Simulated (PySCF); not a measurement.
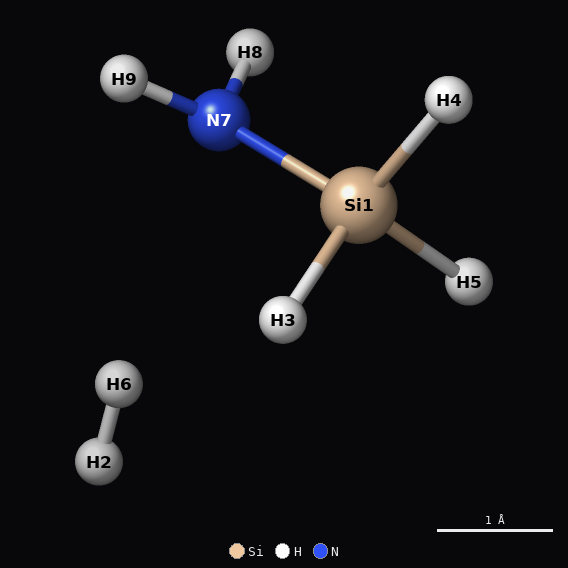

Numbered structure. The geometry was computed by an optimisation with PBE0-D4/def2-TZVP. No frequency run is at hand to confirm it as a minimum.

**Describe the coordination of atom 1.**

Si1 has 4 neighbours (H3 at 1.49, H4 at 1.49, H5 at 1.49, N7 at 1.72 Å); the arrangement is tetrahedral.
